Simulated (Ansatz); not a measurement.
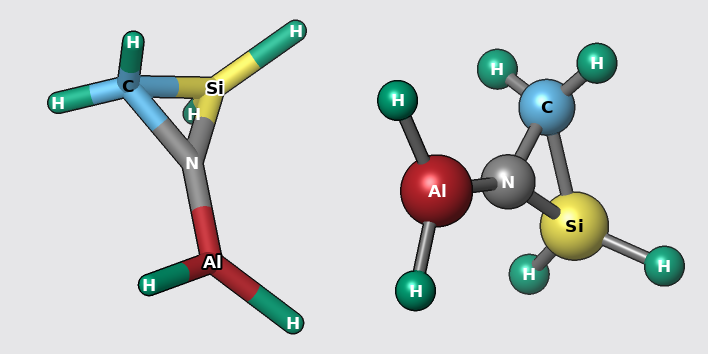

The same structure drawn twice, from different directions.

The computed structure is the end point of a PBE0-D4/def2-TZVP optimisation.

What is the molecular formula?

Answer. CH₆AlNSi, 10 atoms: 1 carbon, 6 hydrogen, 1 aluminium, 1 nitrogen and 1 silicon.

Give the symmetry (Schoenflies symbol).

Answer. Cs.

Write the SMILES.

Answer. [AlH2][N]1C[SiH2]1

Name functional groups in it.

Answer. Among them: Si–H bond, Si–N bond.

How many sets of symmetry-equivalent atoms are there?

Answer. 8: 1 Al, 1 N, 1 C, 1 Si, 1 H, 1 H, 2 H, 2 H.

More results for the same structure follow; atom numbers are the same in all pictures, views and colours differ.

### Shape

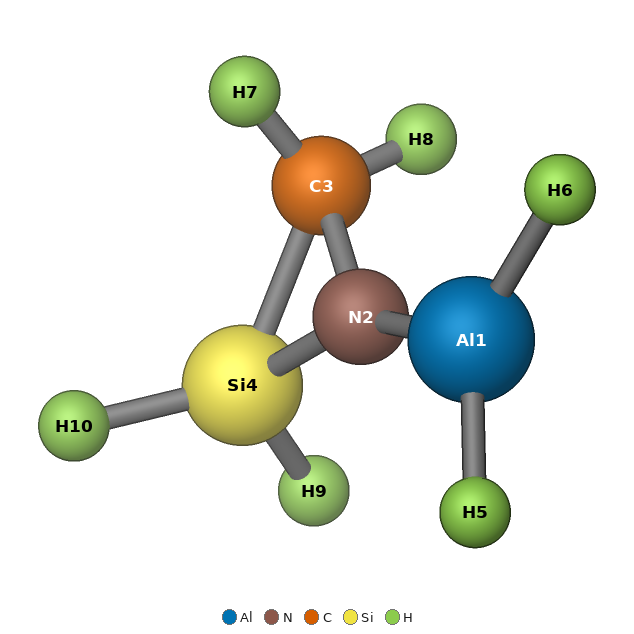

Estimate the angles N2–Al1–H5, N2–Al1–H6, Al1–N2–C3, Al1–N2–Si4, C3–N2–Si4, N2–C3–Si4, N2–C3–H7, Si4–C3–H7, N2–Si4–C3, N2–Si4–H9, C3–Si4–H9.

```csv
angle,degrees
N2–Al1–H5,117.0
N2–Al1–H6,119.1
Al1–N2–C3,137.4
Al1–N2–Si4,153.5
C3–N2–Si4,69.1
N2–C3–Si4,61.1
N2–C3–H7,115.6
Si4–C3–H7,120.8
N2–Si4–C3,49.8
N2–Si4–H9,118.8
C3–Si4–H9,121.4
```

### Vibrations

Harmonic vibrations computed with RKS PBE0-D4/def2-TZVP (Ansatz 0.2.0) at a stationary point of the same level.

How many vibrational modes are there, and where do they lie?

Answer. 24 modes: 102, 135, 222, 474, 500, 541, 600, 641, 668, 746, 772, 807, 825, 976, 1078, 1105, 1195, 1463, 1928, 1936, 2246, 2257, 3085, 3158 cm⁻¹.

### Charges

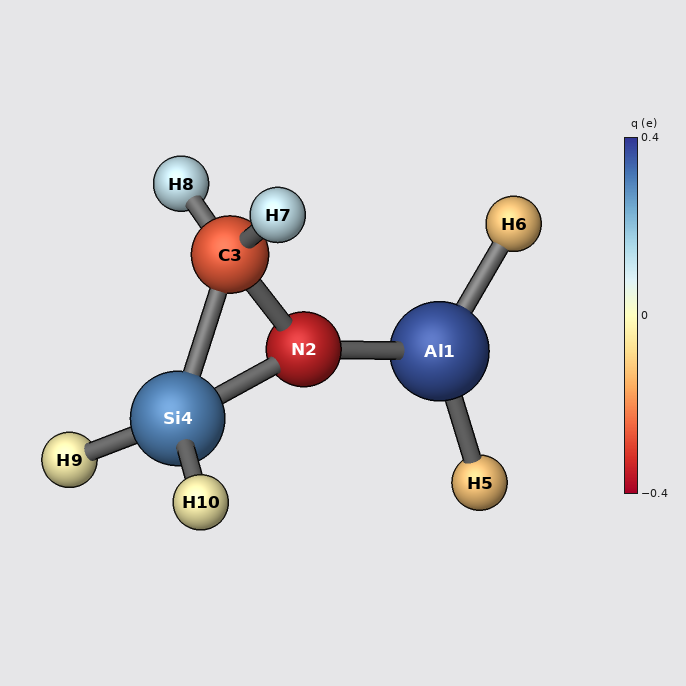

Atoms are coloured by their Mulliken charges. Properties computed with RKS ωB97M-V/def2-TZVPP (Ansatz 0.2.0).

List the Mulliken charges.

```tsv
atom	value (e)
Al1	0.36
N2	−0.34
C3	−0.26
Si4	0.29
H5	−0.12
H6	−0.12
H7	0.12
H8	0.12
H9	−0.03
H10	−0.03
```

### Electronic properties

Properties computed with RKS r2SCAN-D4/def2-TZVPP (Ansatz 0.2.0).

What is the dispersion correction?

Answer. −4.9 kJ/mol.

Give the dipole moment at this level.

Answer. 1.09 D.

What is the HOMO energy (Kohn–Sham orbital)?

Answer. −6.23 eV.

What is the LUMO energy (Kohn–Sham orbital)?

Answer. −1.31 eV.

Mulliken values depend strongly on the basis set and can even reverse the polarity of a bond.
